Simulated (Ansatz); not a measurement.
The starting structures come from a database of crystals and need not be the phases stable at ambient conditions.

 Where the default PAW files enter, the runs use the earlier of Ansatz's two default sets.

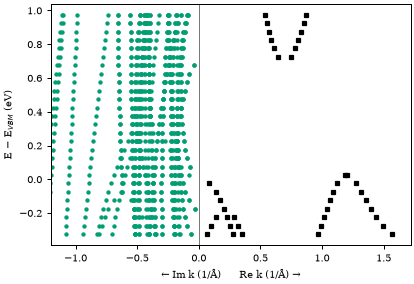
Complex bands at the centre of the two-dimensional zone; PBEsol (Ansatz, an electronic-structure program)

The gap is the functional's own, uncorrected, and κ follows it; spin-orbit coupling is left out. Mid-gap values are interpolated between the computed energies.

Task: This is Te$_{2}$W (P6_3/mmc, not sure to be the ambient phase, 6 atoms a cell, 24.3 Å³ an atom) along the normal of (110). Read off the slowest decay at the centre of the two-dimensional zone at 0.38 eV, the computed energy nearest the middle of the gap.

Result: κ ≈ 0.14 1/Å, a decay length 1/(2κ) of the density of 3.5 Å.
